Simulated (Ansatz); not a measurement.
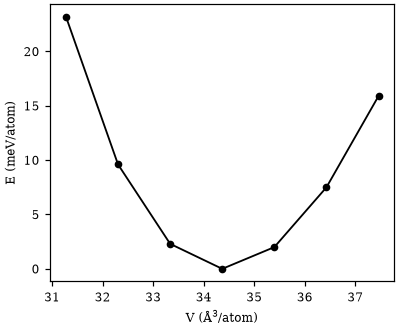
Fig. 1. Tl (simple cubic, Pm-3m) under volume change, the program Ansatz at the PBE level (PAW), scaled uniformly.

Question: What does a third-order Birch–Murnaghan fit give for V₀, B₀ and B′?

Answer: V₀ = 34.37 Å³/atom, B₀ = 21.9 GPa, B′ = 5.3.

A made-up cell: these elements were put on the sites of a structure type; neither database checked (COD, Materials Project) lists it. It is not the phase usual at ambient conditions (space group No. 194). The cell was relaxed with PBE under the symmetry of its start. At this level the phase is mechanically unstable. Scalar-relativistic: spin–orbit coupling is off unless named, which matters more the heavier the elements.

Potentials: the later of the program's two PAW sets.
